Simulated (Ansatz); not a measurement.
## Nudged elastic band, with input and output: AlH₃SCl₂O (part 1 of 2)

- system: AlH₃SCl₂O
- method: RKS PBE-D4/6-31G* (Ansatz 0.2.0)

One setting was made poor on purpose. It belongs to a series of runs on one base structure; here: band between the two ends.

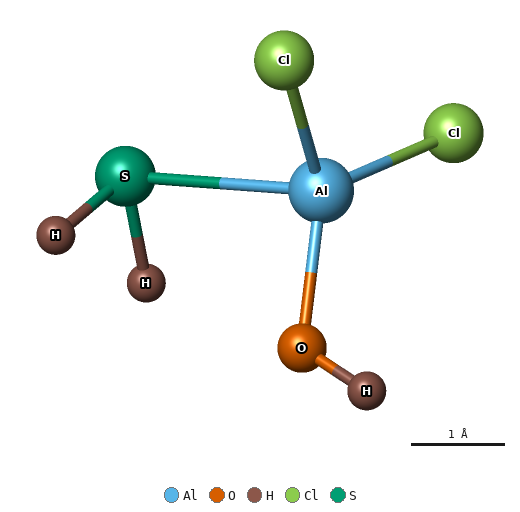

The starting structure (ball-and-stick view, seen at a tilt). Sticks mark near contacts.

**The input**
```yaml
crystal:
  periodic: [false, false, false]
  atoms:
    - { symbol: Al, position_ang: [-0.007048, 0.144607, 0.246555] }
    - { symbol: O, position_ang: [-0.103629, -0.35514, 1.905653] }
    - { symbol: H, position_ang: [-0.400551, -1.26356, 2.093755] }
    - { symbol: Cl, position_ang: [1.653722, -0.485251, -0.93391] }
    - { symbol: Cl, position_ang: [-1.80854, 0.537914, -0.823665] }
    - { symbol: S, position_ang: [0.705098, 2.443694, 0.8392] }
    - { symbol: H, position_ang: [1.682193, 2.033206, 1.692409] }
    - { symbol: H, position_ang: [-0.206245, 2.57553, 1.841002] }
basis:
  gaussian: { orbitals: "6-31G*" }
hamiltonian:
  xc: pbe
  dispersion: d4
neb:
  order_check: false
  images: 7
  f_tol: 0.05
  max_iterations: 60
  max_displacement: 0.5
  optimiser: lbfgs
  final_atoms:
    - { symbol: Al, position_ang: [0.21913667, 0.62446469, 0.12964998] }
    - { symbol: O, position_ang: [-0.18117916, -0.14015504, 1.93807114] }
    - { symbol: H, position_ang: [-1.10093912, -0.49073157, 1.96042563] }
    - { symbol: Cl, position_ang: [1.83823635, -0.53910236, -0.59465894] }
    - { symbol: Cl, position_ang: [-1.71869701, 0.28733137, -0.71049039] }
    - { symbol: S, position_ang: [0.62966849, 2.71057268, 0.78710888] }
    - { symbol: H, position_ang: [1.97987553, 2.53887492, 0.80760941] }
    - { symbol: H, position_ang: [-0.15110175, 0.63974532, 2.5432833] }
  initial_path:
    images:
      - { positions_ang: [[-0.007048, 0.144607, 0.246555], [-0.103629, -0.35514, 1.905653], [-0.400551, -1.26356, 2.093755], [1.653722, -0.485251, -0.93391], [-1.80854, 0.537914, -0.823665], [0.705098, 2.443694, 0.8392], [1.682193, 2.033206, 1.692409], [-0.206245, 2.57553, 1.841002]] }
      - { positions_ang: [[-0.01818311, 0.12102153, 0.17830857], [-0.07762378, -0.27908484, 1.95437212], [-0.52843484, -1.02490025, 2.1823506], [1.70278248, -0.35874663, -0.9981573], [-1.85829539, 0.44986018, -0.88994368], [0.6831582, 2.42053796, 0.84815746], [1.68292349, 2.0774311, 1.71166974], [-0.07132706, 2.22488095, 1.8742415]] }
      - { positions_ang: [[-0.02931822, 0.09743606, 0.11006214], [-0.05161855, -0.20302969, 2.00309124], [-0.65631867, -0.7862405, 2.27094619], [1.75184296, -0.23224226, -1.06240461], [-1.90805077, 0.36180636, -0.95622237], [0.66121841, 2.39738192, 0.85711491], [1.68365397, 2.1216562, 1.73093049], [0.06359088, 1.8742319, 1.90748099]] }
      - { positions_ang: [[-0.04045334, 0.0738506, 0.04181571], [-0.02561333, -0.12697453, 2.05181037], [-0.78420251, -0.54758074, 2.35954179], [1.80090344, -0.10573789, -1.12665191], [-1.95780616, 0.27375254, -1.02250105], [0.63927861, 2.37422588, 0.86607237], [1.68438446, 2.1658813, 1.75019123], [0.19850882, 1.52358285, 1.94072049]] }
      - { positions_ang: [[-0.05158845, 0.05026513, -0.02643072], [0.00039189, -0.05091938, 2.10052949], [-0.91208635, -0.30892099, 2.44813739], [1.84996392, 0.02076648, -1.19089921], [-2.00756155, 0.18569872, -1.08877973], [0.61733881, 2.35106984, 0.87502983], [1.68511495, 2.2101064, 1.76945197], [0.33342677, 1.1729338, 1.97395999]] }
      - { positions_ang: [[0.01609283, 0.19381502, 0.01258945], [-0.04500087, -0.07322829, 2.0599149], [-0.95929954, -0.35437364, 2.32620945], [1.84703203, -0.11920073, -1.04183914], [-1.93534541, 0.21110688, -0.9942074], [0.62042123, 2.44094555, 0.85304959], [1.75880509, 2.29229853, 1.52899133], [0.21229464, 1.03963668, 2.11629082]] }
      - { positions_ang: [[0.08377411, 0.33736491, 0.05160963], [-0.09039363, -0.09553721, 2.01930031], [-1.00651273, -0.39982628, 2.20428151], [1.84410013, -0.25916794, -0.89277908], [-1.86312928, 0.23651505, -0.89963506], [0.62350365, 2.53082126, 0.83106935], [1.83249524, 2.37449066, 1.28853069], [0.09116251, 0.90633956, 2.25862165]] }
      - { positions_ang: [[0.15145539, 0.4809148, 0.0906298], [-0.1357864, -0.11784612, 1.97868572], [-1.05372593, -0.44527892, 2.08235357], [1.84116824, -0.39913515, -0.74371901], [-1.79091314, 0.26192321, -0.80506273], [0.62658607, 2.62069697, 0.80908911], [1.90618539, 2.45668279, 1.04807005], [-0.02996962, 0.77304244, 2.40095247]] }
      - { positions_ang: [[0.21913667, 0.62446469, 0.12964998], [-0.18117916, -0.14015504, 1.93807114], [-1.10093912, -0.49073157, 1.96042563], [1.83823635, -0.53910236, -0.59465894], [-1.71869701, 0.28733137, -0.71049039], [0.62966849, 2.71057268, 0.78710888], [1.97987553, 2.53887492, 0.80760941], [-0.15110175, 0.63974532, 2.5432833]] }
```

Command:
```bash
ansatz run input.yaml --threads 2 --pin off --max-ram 3072MiB --backend cpu --events-out ev --progress --plain --runs-dir out
```

**Output**
```
Engine: ansatz 0.2.0, aarch64-unknown-linux-gnu
Functional definition: PBE
  parameter kappa = 0.804
  parameter beta = 0.06672455060314922
  exchange = pbe_x(kappa = kappa, mu = beta*pi^2/3)
  correlation = pbe_c(beta = beta)
1143 factors; their error is unknown
mean field evaluation 1: about -44549.2704 eV, gradient 6.1e1 eV
mean field evaluation 2: about -44450.1321 eV, gradient 1.7e2 eV
mean field evaluation 4: about -44555.7790 eV, gradient 1.3e1 eV
mean field evaluation 8: about -44556.2426 eV, gradient 5.2e-2 eV
mean field evaluation 16: about -44556.2010 eV, gradient 8.9e-5 eV
mean field -44556.20095408 eV, -1637.4101837846 hartree, gradient 1.1e-5 eV, S^2 0.000000; 0 other end points of the search recorded, 0 dependent functions left out
the calculation of the forces begins
reference -44556.20099896 eV, -1637.4101854339 hartree; 37, 37 occupied and 60, 60 virtual orbitals, 1143 factors
1143 factors; their error is unknown
mean field evaluation 32: about -44556.4985 eV, gradient 5.5e-4 eV
mean field -44556.49847837 eV, -1637.4211176008 hartree, gradient 8.5e-5 eV, S^2 0.000000; 0 other end points of the search recorded, 0 dependent functions left out
[... from here on the field's lines of each further geometry are left out, up to the last ...]
NEB iter   1: max|band force component| = 4.575e0 eV/Å  barrier→ = 1.9749 eV  barrier← = 2.2698 eV  Δτ_max = 0.1082 Å  (239 SCF iters)
NEB iter   2: max|band force component| = 2.591e0 eV/Å  barrier→ = 1.6865 eV  barrier← = 1.9814 eV  Δτ_max = 0.0244 Å  (193 SCF iters)
NEB iter   3: max|band force component| = 2.025e0 eV/Å  barrier→ = 1.5017 eV  barrier← = 1.7966 eV  Δτ_max = 0.1914 Å  (197 SCF iters)
NEB iter   4: max|band force component| = 5.197e0 eV/Å  barrier→ = 0.6651 eV  barrier← = 0.9600 eV  Δτ_max = 0.1137 Å  (205 SCF iters)
NEB iter   5: max|band force component| = 3.850e0 eV/Å  barrier→ = 0.6120 eV  barrier← = 0.9069 eV  Δτ_max = 0.0392 Å  (199 SCF iters)
NEB iter   6: max|band force component| = 1.756e0 eV/Å  barrier→ = 0.5978 eV  barrier← = 0.8927 eV  Δτ_max = 0.0491 Å  (187 SCF iters)
NEB iter   7: max|band force component| = 1.529e0 eV/Å  barrier→ = 0.5548 eV  barrier← = 0.8497 eV  Δτ_max = 0.0123 Å  (192 SCF iters)
NEB iter   8: max|band force component| = 7.321e-1 eV/Å  barrier→ = 0.5298 eV  barrier← = 0.8247 eV  Δτ_max = 0.0671 Å  (181 SCF iters)
NEB iter   9: max|band force component| = 8.574e-1 eV/Å  barrier→ = 0.4220 eV  barrier← = 0.7170 eV  Δτ_max = 0.0127 Å  (189 SCF iters)
NEB iter  10: max|band force component| = 4.961e-1 eV/Å  barrier→ = 0.4077 eV  barrier← = 0.7026 eV  CI = image 4  Δτ_max = 0.0074 Å  (195 SCF iters)
NEB iter  11: max|band force component| = 3.763e-1 eV/Å  barrier→ = 0.3970 eV  barrier← = 0.6919 eV  CI = image 4  Δτ_max = 0.0452 Å  (185 SCF iters)
NEB iter  12: max|band force component| = 8.515e-1 eV/Å  barrier→ = 0.3370 eV  barrier← = 0.6320 eV  CI = image 4  Δτ_max = 0.0125 Å  (187 SCF iters)
NEB iter  13: max|band force component| = 3.274e-1 eV/Å  barrier→ = 0.3291 eV  barrier← = 0.6240 eV  CI = image 4  Δτ_max = 0.0208 Å  (187 SCF iters)
NEB iter  14: max|band force component| = 3.800e-1 eV/Å  barrier→ = 0.3113 eV  barrier← = 0.6062 eV  CI = image 4  Δτ_max = 0.0056 Å  (190 SCF iters)
NEB iter  15: max|band force component| = 2.809e-1 eV/Å  barrier→ = 0.3069 eV  barrier← = 0.6019 eV  CI = image 4  Δτ_max = 0.0248 Å  (172 SCF iters)
NEB iter  16: max|band force component| = 4.998e-1 eV/Å  barrier→ = 0.2902 eV  barrier← = 0.5852 eV  CI = image 4  Δτ_max = 0.0081 Å  (190 SCF iters)
NEB iter  17: max|band force component| = 2.512e-1 eV/Å  barrier→ = 0.2871 eV  barrier← = 0.5820 eV  CI = image 4  Δτ_max = 0.0087 Å  (177 SCF iters)
NEB iter  18: max|band force component| = 2.960e-1 eV/Å  barrier→ = 0.2820 eV  barrier← = 0.5769 eV  CI = image 4  Δτ_max = 0.0051 Å  (185 SCF iters)
NEB iter  19: max|band force component| = 2.235e-1 eV/Å  barrier→ = 0.2795 eV  barrier← = 0.5744 eV  CI = image 4  Δτ_max = 0.0128 Å  (160 SCF iters)
NEB iter  20: max|band force component| = 4.833e-1 eV/Å  barrier→ = 0.2727 eV  barrier← = 0.5677 eV  CI = image 4  Δτ_max = 0.0085 Å  (187 SCF iters)
NEB iter  21: max|band force component| = 2.656e-1 eV/Å  barrier→ = 0.2708 eV  barrier← = 0.5657 eV  CI = image 4  Δτ_max = 0.0042 Å  (174 SCF iters)
NEB iter  22: max|band force component| = 2.779e-1 eV/Å  barrier→ = 0.2687 eV  barrier← = 0.5636 eV  CI = image 4  Δτ_max = 0.0050 Å  (141 SCF iters)
NEB iter  23: max|band force component| = 1.931e-1 eV/Å  barrier→ = 0.2669 eV  barrier← = 0.5618 eV  CI = image 4  Δτ_max = 0.0100 Å  (159 SCF iters)
NEB iter  24: max|band force component| = 4.410e-1 eV/Å  barrier→ = 0.2623 eV  barrier← = 0.5572 eV  CI = image 4  Δτ_max = 0.0080 Å  (182 SCF iters)
NEB iter  25: max|band force component| = 2.505e-1 eV/Å  barrier→ = 0.2608 eV  barrier← = 0.5557 eV  CI = image 4  Δτ_max = 0.0034 Å  (164 SCF iters)
NEB iter  26: max|band force component| = 2.509e-1 eV/Å  barrier→ = 0.2593 eV  barrier← = 0.5542 eV  CI = image 4  Δτ_max = 0.0045 Å  (140 SCF iters)
NEB iter  27: max|band force component| = 1.714e-1 eV/Å  barrier→ = 0.2579 eV  barrier← = 0.5528 eV  CI = image 4  Δτ_max = 0.0091 Å  (160 SCF iters)
NEB iter  28: max|band force component| = 4.124e-1 eV/Å  barrier→ = 0.2542 eV  barrier← = 0.5491 eV  CI = image 4  Δτ_max = 0.0074 Å  (186 SCF iters)
NEB iter  29: max|band force component| = 2.337e-1 eV/Å  barrier→ = 0.2530 eV  barrier← = 0.5480 eV  CI = image 4  Δτ_max = 0.0029 Å  (158 SCF iters)
NEB iter  30: max|band force component| = 2.260e-1 eV/Å  barrier→ = 0.2519 eV  barrier← = 0.5468 eV  CI = image 4  Δτ_max = 0.2483 Å  (137 SCF iters)
NEB iter  31: max|band force component| = 7.237e0 eV/Å  barrier→ = 0.4979 eV  barrier← = 0.7928 eV  CI = image 5  Δτ_max = 0.1352 Å  (200 SCF iters)
NEB iter  32: max|band force component| = 2.985e0 eV/Å  barrier→ = 0.3177 eV  barrier← = 0.6126 eV  CI = image 5  Δτ_max = 0.0397 Å  (193 SCF iters)
NEB iter  33: max|band force component| = 1.757e0 eV/Å  barrier→ = 0.2258 eV  barrier← = 0.5208 eV  CI = image 4  Δτ_max = 0.0360 Å  (184 SCF iters)
NEB iter  34: max|band force component| = 4.437e-1 eV/Å  barrier→ = 0.2251 eV  barrier← = 0.5201 eV  CI = image 4  Δτ_max = 0.0051 Å  (167 SCF iters)
NEB iter  35: max|band force component| = 3.267e-1 eV/Å  barrier→ = 0.2247 eV  barrier← = 0.5197 eV  CI = image 4  Δτ_max = 0.0334 Å  (148 SCF iters)
NEB iter  36: max|band force component| = 5.278e-1 eV/Å  barrier→ = 0.2227 eV  barrier← = 0.5176 eV  CI = image 4  Δτ_max = 0.0102 Å  (189 SCF iters)
NEB iter  37: max|band force component| = 2.853e-1 eV/Å  barrier→ = 0.2220 eV  barrier← = 0.5169 eV  CI = image 4  Δτ_max = 0.0058 Å  (167 SCF iters)
NEB iter  38: max|band force component| = 2.844e-1 eV/Å  barrier→ = 0.2216 eV  barrier← = 0.5165 eV  CI = image 4  Δτ_max = 0.0378 Å  (145 SCF iters)
NEB iter  39: max|band force component| = 2.685e-1 eV/Å  barrier→ = 0.2192 eV  barrier← = 0.5141 eV  CI = image 4  Δτ_max = 0.0475 Å  (191 SCF iters)
NEB iter  40: max|band force component| = 8.151e-1 eV/Å  barrier→ = 0.2166 eV  barrier← = 0.5116 eV  CI = image 4  Δτ_max = 0.0150 Å  (186 SCF iters)
NEB iter  41: max|band force component| = 3.399e-1 eV/Å  barrier→ = 0.2159 eV  barrier← = 0.5108 eV  CI = image 4  Δτ_max = 0.0036 Å  (170 SCF iters)
NEB iter  42: max|band force component| = 1.381e-1 eV/Å  barrier→ = 0.2158 eV  barrier← = 0.5107 eV  CI = image 4  Δτ_max = 0.0045 Å  (153 SCF iters)
NEB iter  43: max|band force component| = 1.080e-1 eV/Å  barrier→ = 0.2156 eV  barrier← = 0.5105 eV  CI = image 4  Δτ_max = 0.0075 Å  (154 SCF iters)
NEB iter  44: max|band force component| = 8.026e-2 eV/Å  barrier→ = 0.2154 eV  barrier← = 0.5103 eV  CI = image 4  Δτ_max = 0.0090 Å  (153 SCF iters)
NEB iter  45: max|band force component| = 2.609e-1 eV/Å  barrier→ = 0.2150 eV  barrier← = 0.5099 eV  CI = image 4  Δτ_max = 0.0046 Å  (170 SCF iters)
NEB iter  46: max|band force component| = 1.227e-1 eV/Å  barrier→ = 0.2150 eV  barrier← = 0.5099 eV  CI = image 4  Δτ_max = 0.0012 Å  (136 SCF iters)
```
